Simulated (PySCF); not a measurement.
**C2H10AlNSi (SMILES [CH3][AlH][NH]C[SiH3]): levels of theory compared**

Aim: a comparison of 6 runs (HF/def2-SVP, M06-2X/3-21G, B3LYP/6-31G*, B2PLYP/pcseg-1, B3LYP/pcseg-1, PBE0/def2-SVP) of C2H10AlNSi. 

The calculation is run with PySCF 2.14.0.

**1. Starting point**

C2H10AlNSi has 15 atoms, charge 0, and is taken as a singlet. As SMILES, `[CH3][AlH][NH]C[SiH3]`. The shape is that of a PBE0-D4/def2-TZVP optimisation. This is one conformer, not always the lowest.

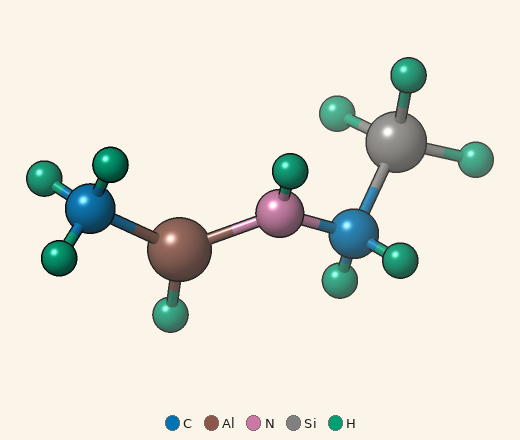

The structure, seen from a chosen angle (carbon blue, aluminium brown, nitrogen pink, silicon grey, hydrogen teal).

**2. Energy and forces at HF/def2-SVP (run 1)**

The input, calc.py:

```python
# [CH3][AlH][NH]C[SiH3]
from pyscf import gto, scf

mol = gto.M(
    atom='''
C     -2.238800     1.277300     1.713100
Al    -1.547900     0.261300     0.200500
N      0.066900    -0.470700     0.299600
C      0.779800    -1.220500    -0.723400
Si     2.338400    -0.309800    -1.274400
H     -1.542700     1.301900     2.555400
H     -3.182500     0.855800     2.073500
H     -2.449800     2.312800     1.427100
H     -2.322900     0.020800    -1.164100
H      0.626100    -0.348200     1.132000
H      1.032000    -2.236900    -0.391300
H      0.129100    -1.347700    -1.595500
H      3.178800    -0.022900    -0.077600
H      3.146300    -1.108400    -2.239700
H      1.965200     0.984500    -1.905800
''',
    basis='def2-svp',
    charge=0,
    verbose=3,
    max_memory=1860,
)

calc0 = scf.RHF(mol)
calc0.conv_tol = 1e-10
calc0.kernel()
if not calc0.converged:
    calc0 = calc0.newton().run(calc0.mo_coeff, calc0.mo_occ)

etot = calc0.e_tot
print('E(%s) = %.9f' % ('HF', etot))
grad = calc0.nuc_grad_method().kernel()
dip = calc0.dip_moment()
pop, q = calc0.mulliken_pop()
```

On the command line:

```
OMP_NUM_THREADS=1 python calc.py
```

The log of the run:

```text
converged SCF energy = -666.612157951635
[... 9 lines left out ...]
Dipole moment(X, Y, Z, Debye): -0.01245, -0.32505,  0.87405
[... 105 lines left out ...]
pop of  10 H 2s           0.17249
pop of  10 H 2px          0.00505
pop of  10 H 2py          0.01556
pop of  10 H 2pz          0.00410
pop of  11 H 1s           0.75473
pop of  11 H 2s           0.17139
pop of  11 H 2px          0.00915
pop of  11 H 2py          0.00419
pop of  11 H 2pz          0.01232
pop of  12 H 1s           0.74711
pop of  12 H 2s           0.40067
pop of  12 H 2px          0.00358
pop of  12 H 2py          0.00095
pop of  12 H 2pz          0.00625
pop of  13 H 1s           0.74591
pop of  13 H 2s           0.39944
pop of  13 H 2px          0.00344
pop of  13 H 2py          0.00305
pop of  13 H 2pz          0.00440
pop of  14 H 1s           0.74687
pop of  14 H 2s           0.39492
pop of  14 H 2px          0.00112
pop of  14 H 2py          0.00760
pop of  14 H 2pz          0.00217
 ** Mulliken atomic charges  **
charge of    0C =     -0.48735
charge of    1Al =      0.95854
charge of    2N =     -0.71518
charge of    3C =     -0.08863
charge of    4Si =      0.65887
charge of    5H =      0.05064
charge of    6H =      0.05252
charge of    7H =      0.05289
charge of    8H =     -0.26144
charge of    9H =      0.15304
charge of   10H =      0.04535
charge of   11H =      0.04822
charge of   12H =     -0.15856
charge of   13H =     -0.15624
charge of   14H =     -0.15268
```

Wall time 37 s (1 thread of Intel Xeon at 2.70GHz, shared host); peak memory 0.37 GiB.

**3. Energy and gradient at M06-2X/3-21G (run 2)**

The input, job.py:

```python
# [CH3][AlH][NH]C[SiH3]
from pyscf import gto, dft

molecule = gto.Mole()
molecule.atom = [
    ('C', (-2.238800, 1.277300, 1.713100)),
    ('Al', (-1.547900, 0.261300, 0.200500)),
    ('N', (0.066900, -0.470700, 0.299600)),
    ('C', (0.779800, -1.220500, -0.723400)),
    ('Si', (2.338400, -0.309800, -1.274400)),
    ('H', (-1.542700, 1.301900, 2.555400)),
    ('H', (-3.182500, 0.855800, 2.073500)),
    ('H', (-2.449800, 2.312800, 1.427100)),
    ('H', (-2.322900, 0.020800, -1.164100)),
    ('H', (0.626100, -0.348200, 1.132000)),
    ('H', (1.032000, -2.236900, -0.391300)),
    ('H', (0.129100, -1.347700, -1.595500)),
    ('H', (3.178800, -0.022900, -0.077600)),
    ('H', (3.146300, -1.108400, -2.239700)),
    ('H', (1.965200, 0.984500, -1.905800)),
]
molecule.basis = '3-21g'
molecule.charge = 0
molecule.verbose = 4
molecule.max_memory = 1860
molecule.build()

ks = dft.RKS(molecule, xc='m06-2x')
ks.grids.level = 5
ks.conv_tol = 1e-10
ks.kernel()
if not ks.converged:
    ks = ks.newton().run(ks.mo_coeff, ks.mo_occ)

etot = ks.e_tot
print('E = %.10f Eh' % etot)
grad = ks.nuc_grad_method().kernel()
ks.analyze()
```

On the command line:

```
OMP_NUM_THREADS=1 python job.py
```

The log of the run:

```text
PySCF version 2.14.0

[... 102 lines left out ...]
Nuclear Repulsion Energy =             262.713710164021109
[... 8 lines left out ...]
MO #3   energy= -14.6632204420888  occ= 2
[... 6 lines left out ...]
MO #10  energy= -3.81871052365026  occ= 2
[... 6 lines left out ...]
MO #17  energy= -0.605957233761742 occ= 2
[... 6 lines left out ...]
MO #24  energy= -0.393586820960135 occ= 2
[... 6 lines left out ...]
MO #31  energy= 0.0808663941820136 occ= 0
[... 6 lines left out ...]
MO #38  energy= 0.216654230617081  occ= 0
[... 6 lines left out ...]
MO #45  energy= 0.320572064246727  occ= 0
[... 6 lines left out ...]
MO #52  energy= 0.801979062140282  occ= 0
[... 6 lines left out ...]
MO #59  energy= 1.10236839687369   occ= 0
[... 6 lines left out ...]
MO #66  energy= 1.20793696962052   occ= 0
[... 6 lines left out ...]
MO #73  energy= 2.44484404609077   occ= 0
[... 52 lines left out ...]
pop of  4 Si 4px          0.01259
pop of  4 Si 4py          0.01078
pop of  4 Si 4pz          0.01205
pop of  5 H 1s            0.88546
pop of  5 H 2s            0.00771
pop of  6 H 1s            0.87944
pop of  6 H 2s            0.00776
pop of  7 H 1s            0.87929
pop of  7 H 2s            0.00774
pop of  8 H 1s            1.13103
pop of  8 H 2s            0.00037
pop of  9 H 1s            0.79057
pop of  9 H 2s            0.00902
pop of  10 H 1s           0.89518
pop of  10 H 2s           0.00887
pop of  11 H 1s           0.88381
pop of  11 H 2s           0.00849
pop of  12 H 1s           1.07479
pop of  12 H 2s           0.00198
pop of  13 H 1s           1.07377
pop of  13 H 2s           0.00262
pop of  14 H 1s           1.06834
pop of  14 H 2s           0.00200
 ** Mulliken atomic charges  **
charge of    0C =     -0.58621
charge of    1Al =      0.59836
charge of    2N =     -0.51038
charge of    3C =     -0.27556
charge of    4Si =      0.39205
charge of    5H =      0.10683
charge of    6H =      0.11279
charge of    7H =      0.11297
charge of    8H =     -0.13141
charge of    9H =      0.20041
charge of   10H =      0.09596
charge of   11H =      0.10770
charge of   12H =     -0.07678
charge of   13H =     -0.07639
charge of   14H =     -0.07034
Dipole moment(X, Y, Z, Debye):  0.36464, -0.40065,  0.84845
```

Run time: 70 s. Hardware: 1 thread of Intel Xeon at 2.70GHz, shared host; peak memory 0.74 GiB.

Runs 3 to 4 aren't shown in full; the table further down has their settings and results.

**4. Energy and gradient at B3LYP/pcseg-1 (run 5)**

The input, run.py:

```python
# [CH3][AlH][NH]C[SiH3]
import pyscf.grad
from pyscf import gto, dft

mol = gto.Mole()
mol.atom = '''
C   -2.238800   1.277300   1.713100
Al  -1.547900   0.261300   0.200500
N    0.066900  -0.470700   0.299600
C    0.779800  -1.220500  -0.723400
Si   2.338400  -0.309800  -1.274400
H   -1.542700   1.301900   2.555400
H   -3.182500   0.855800   2.073500
H   -2.449800   2.312800   1.427100
H   -2.322900   0.020800  -1.164100
H    0.626100  -0.348200   1.132000
H    1.032000  -2.236900  -0.391300
H    0.129100  -1.347700  -1.595500
H    3.178800  -0.022900  -0.077600
H    3.146300  -1.108400  -2.239700
H    1.965200   0.984500  -1.905800
'''
mol.verbose = 4
mol.basis = 'pcseg-1'
mol.max_memory = 1860
mol.build()

mf = dft.RKS(mol, xc='b3lyp')
mf.conv_tol = 1e-10
mf.grids.level = 5
mf.kernel()
if not mf.converged:
    mf = mf.newton().run(mf.mo_coeff, mf.mo_occ)

e_final = mf.e_tot
print('Final energy', e_final)
grad = mf.Gradients().kernel()
dip = mf.dip_moment()
pop, q = mf.mulliken_pop()
```

On the command line:

```
OMP_NUM_THREADS=1 python run.py
```

The log of the run:

```text
PySCF version 2.14.0

[... 83 lines left out ...]
converged SCF energy = -668.927528949107
Final energy -668.9275289491075
[... 12 lines left out ...]
Dipole moment(X, Y, Z, Debye):  0.09395, -0.40631,  0.79509
[... 105 lines left out ...]
pop of  10 H 2s           0.11051
pop of  10 H 2px          0.00421
pop of  10 H 2py          0.01040
pop of  10 H 2pz          0.00325
pop of  11 H 1s           0.76895
pop of  11 H 2s           0.10592
pop of  11 H 2px          0.00641
pop of  11 H 2py          0.00347
pop of  11 H 2pz          0.00835
pop of  12 H 1s           0.76870
pop of  12 H 2s           0.33940
pop of  12 H 2px          0.00242
pop of  12 H 2py          0.00068
pop of  12 H 2pz          0.00418
pop of  13 H 1s           0.76666
pop of  13 H 2s           0.34493
pop of  13 H 2px          0.00232
pop of  13 H 2py          0.00206
pop of  13 H 2pz          0.00298
pop of  14 H 1s           0.76810
pop of  14 H 2s           0.32969
pop of  14 H 2px          0.00072
pop of  14 H 2py          0.00513
pop of  14 H 2pz          0.00149
 ** Mulliken atomic charges  **
charge of    0C =     -0.55087
charge of    1Al =      0.73430
charge of    2N =     -0.68530
charge of    3C =     -0.11703
charge of    4Si =      0.46578
charge of    5H =      0.09989
charge of    6H =      0.09918
charge of    7H =      0.09945
charge of    8H =     -0.19072
charge of    9H =      0.17737
charge of   10H =      0.10048
charge of   11H =      0.10691
charge of   12H =     -0.11537
charge of   13H =     -0.11895
charge of   14H =     -0.10514
```

It took 2.4 min on 1 thread of Intel Xeon at 2.70GHz, shared host; peak memory 1.4 GiB.

**5. Energy and gradient at PBE0/def2-SVP (run 6)**

The input, calc.py:

```python
# [CH3][AlH][NH]C[SiH3]
import pyscf.grad
from pyscf import gto, dft

mol = gto.Mole()
mol.atom = '''
C   -2.238800   1.277300   1.713100
Al  -1.547900   0.261300   0.200500
N    0.066900  -0.470700   0.299600
C    0.779800  -1.220500  -0.723400
Si   2.338400  -0.309800  -1.274400
H   -1.542700   1.301900   2.555400
H   -3.182500   0.855800   2.073500
H   -2.449800   2.312800   1.427100
H   -2.322900   0.020800  -1.164100
H    0.626100  -0.348200   1.132000
H    1.032000  -2.236900  -0.391300
H    0.129100  -1.347700  -1.595500
H    3.178800  -0.022900  -0.077600
H    3.146300  -1.108400  -2.239700
H    1.965200   0.984500  -1.905800
'''
mol.basis = 'def2-svp'
mol.verbose = 4
mol.spin = 0
mol.charge = 0
mol.max_memory = 1860
mol.build()

ks = dft.RKS(mol)
ks.xc = 'pbe0'
ks.grids.level = 5
ks.conv_tol = 1e-10
ks.kernel()
if not ks.converged:
    ks = ks.newton().run(ks.mo_coeff, ks.mo_occ)

energy = ks.e_tot
print(f'total energy: {energy:.8f} hartree')
grad = ks.Gradients().kernel()
ks.analyze()
```

On the command line:

```
OMP_NUM_THREADS=1 python calc.py
```

The log of the run:

```text
PySCF version 2.14.0

[... 98 lines left out ...]
Nuclear Repulsion Energy =             262.713710164021109
[... 13 lines left out ...]
MO #8   energy= -3.65834551276788  occ= 2
[... 11 lines left out ...]
MO #20  energy= -0.408534483658404 occ= 2
[... 11 lines left out ...]
MO #32  energy= 0.066795725111354  occ= 0
[... 11 lines left out ...]
MO #44  energy= 0.203351652234902  occ= 0
[... 11 lines left out ...]
MO #56  energy= 0.507283719711922  occ= 0
[... 11 lines left out ...]
MO #68  energy= 0.692216003696444  occ= 0
[... 11 lines left out ...]
MO #80  energy= 0.994717676416148  occ= 0
[... 11 lines left out ...]
MO #92  energy= 1.57261040419075   occ= 0
[... 11 lines left out ...]
MO #104 energy= 1.93290918018184   occ= 0
[... 11 lines left out ...]
MO #116 energy= 2.35164598398248   occ= 0
[... 11 lines left out ...]
MO #128 energy= 3.32505590637913   occ= 0
[... 107 lines left out ...]
pop of  10 H 2px          0.00012
pop of  10 H 2py          0.00097
pop of  10 H 2pz          0.00034
pop of  11 H 1s           0.88086
pop of  11 H 2s           0.00718
pop of  11 H 2px          0.00045
pop of  11 H 2py          0.00022
pop of  11 H 2pz          0.00073
pop of  12 H 1s           1.09466
pop of  12 H 2s           0.00298
pop of  12 H 2px          0.00107
pop of  12 H 2py          0.00014
pop of  12 H 2pz          0.00206
pop of  13 H 1s           1.09322
pop of  13 H 2s           0.00390
pop of  13 H 2px          0.00099
pop of  13 H 2py          0.00093
pop of  13 H 2pz          0.00138
pop of  14 H 1s           1.08833
pop of  14 H 2s           0.00322
pop of  14 H 2px          0.00024
pop of  14 H 2py          0.00250
pop of  14 H 2pz          0.00058
 ** Mulliken atomic charges  **
charge of    0C =     -0.61127
charge of    1Al =      0.67418
charge of    2N =     -0.54567
charge of    3C =     -0.28797
charge of    4Si =      0.46390
charge of    5H =      0.11106
charge of    6H =      0.11717
charge of    7H =      0.11745
charge of    8H =     -0.15876
charge of    9H =      0.20738
charge of   10H =      0.09816
charge of   11H =      0.11057
charge of   12H =     -0.10090
charge of   13H =     -0.10042
charge of   14H =     -0.09487
Dipole moment(X, Y, Z, Debye):  0.07670, -0.35228,  0.99553
```

Run time: 1.8 min. Hardware: 1 thread of Intel Xeon at 2.70GHz, shared host; peak memory 1.4 GiB.

**6. All runs side by side**

```tsv
run	level	integration grid	Cartesian functions	energy (Eh)	dipole moment (D)	HOMO energy (eV)	LUMO energy (eV)	wall time
1	HF/def2-SVP	–	no	-666.612158	0.93	-9.57	2.64	37 s
2	M06-2X/3-21G	5	no	-665.154921	1.01	-7.43	0.62	70 s
3	B3LYP/6-31G* (Cartesian functions)	5	yes	-668.930103	1.05	-6.14	-0.32	74 s
4	B2PLYP/pcseg-1	5	no	-668.447457	0.83	-7.66	0.62	69 s
5	B3LYP/pcseg-1	5	no	-668.927529	0.90	-6.35	-0.53	2.4 min
6	PBE0/def2-SVP	5	no	-668.248154	1.06	-6.52	-0.18	1.8 min
```

**7. Summary of results**

| quantity | value |
| --- | --- |
| run 6: total energy | -668.24815 Eh |
| run 6: dipole moment | 1.06 D |
| run 6: HOMO energy | -6.52 eV |
| run 6: LUMO energy | -0.18 eV |
| run 6: HOMO–LUMO gap | 6.35 eV |
| run 6: largest force on an atom | 0.348 eV/Å |

The dipole moment (its size) runs from 0.83 D (B2PLYP/pcseg-1) to 1.06 D (PBE0/def2-SVP). The two ends differ in method and basis. A double hybrid's value is that of its SCF part. The HOMO–LUMO gap runs from 5.81 eV (B3LYP/6-31G*) to 12.20 eV (HF/def2-SVP). Totals of different functionals can't be ranked against each other. All runs together took 8.4 min, the longest 2.4 min.
